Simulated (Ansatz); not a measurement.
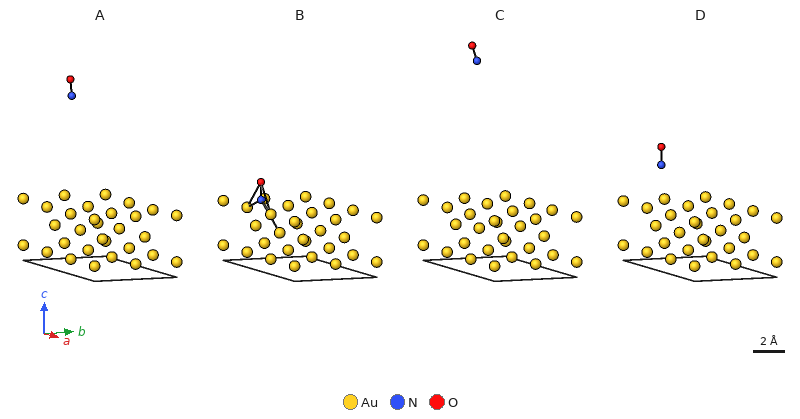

First-principles dynamics of NO on Au(110) (20 atoms in the cell), 495 fs long. 4 frames in shuffled order; frame D is the first. Style: ball-and-stick. Shown: the simulation cell, with the vacuum cut short, slightly off an axis. Atoms are followed out of the cell. Bonds to atoms that aren't drawn are left out.

The calculation used DFT PBE, scalar-relativistic, plane waves, PAW in Ansatz. Settings: plane-wave cutoff 420 eV; k-point mesh 1 × 3 × 1; Fermi-Dirac smearing 0.15 eV; 6 atoms held fixed; constant energy (NVE); time step 1.5 fs; at the start 2 atoms move with typed velocities and the others are at rest.

> Put the frames in order of time.

D, B, A, C, at 0 fs, 70 fs, 398 fs, 495 fs; the root-mean-square distance from the start grows as 0.00, 0.87, 1.71, 2.57 Å. In the second half of the run the atoms are, in the root-mean-square, this far from where they began (common drift taken out): N 4.31 Å, O 4.22 Å, Au 0.14 Å. Against the typical shortest distance between atoms in the first frame, about 2.9 Å, the N and O atoms wander away from their sites and keep going, while the Au atoms only vibrate. 2 of the 14 free atoms end more than three quarters of that spacing from the start.

Limits of the set-up: the cell has an odd number of electrons but was run without spin polarisation; the k-point mesh is coarse for a cell with partly filled bands; the periodic images lie only 5.8 Å apart, so the values are limited by the cell's size.
